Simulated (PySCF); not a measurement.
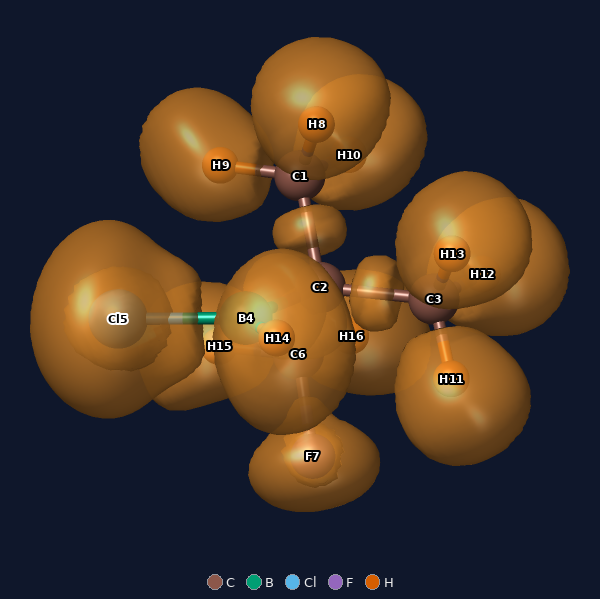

The picture shows: C$_{4}$H$_{9}$BClF (SMILES CC(C)(BCl)CF). Isosurface of the electron localisation function at 0.75 (orange), seen across its widest extent. Core shells and regions of very low density are left out.

Geometry: GFN2-xTB.

Level of theory: PySCF, PBE0/pcSseg-1, SCF density, gas phase, non-relativistic.

```yaml
atoms:
  - { symbol: C, position_ang: [-0.5136, 1.3717, -0.3554] }
  - { symbol: C, position_ang: [0.0978, 0.0073, 0.0170] }
  - { symbol: C, position_ang: [0.5187, -0.7215, -1.2667] }
  - { symbol: B, position_ang: [1.3281, 0.2301, 1.0266] }
  - { symbol: Cl, position_ang: [1.0407, 0.9069, 2.5431] }
  - { symbol: C, position_ang: [-1.0147, -0.8088, 0.6962] }
  - { symbol: F, position_ang: [-0.5486, -2.0421, 1.0902] }
  - { symbol: H, position_ang: [0.2239, 1.9841, -0.8686] }
  - { symbol: H, position_ang: [-0.8467, 1.9038, 0.5325] }
  - { symbol: H, position_ang: [-1.3664, 1.2332, -1.0177] }
  - { symbol: H, position_ang: [0.8764, -1.7204, -1.0308] }
  - { symbol: H, position_ang: [-0.3237, -0.8089, -1.9508] }
  - { symbol: H, position_ang: [1.3164, -0.1801, -1.7682] }
  - { symbol: H, position_ang: [2.4326, -0.0374, 0.7368] }
  - { symbol: H, position_ang: [-1.3844, -0.3117, 1.5985] }
  - { symbol: H, position_ang: [-1.8442, -0.9973, 0.0059] }
```

Q: Identify the bonds, lone pairs and shells in this picture.

A: The surface consists of one region between bonded B–C atoms (shared pairs), three regions between bonded C–C atoms (shared pairs), nine regions around hydrogen nuclei, one region on Cl in which the atom's valence shell and bonds are merged and one region on F in which the atom's valence shell and bonds are merged. Along the contacts the grid gives the following. C–F (1.38 Å): the ELF peaks at about 0.85 between the atoms: a polar covalent bond. C–C (1.53 Å): the ELF peaks at about 0.95 between the atoms; a covalent bond.
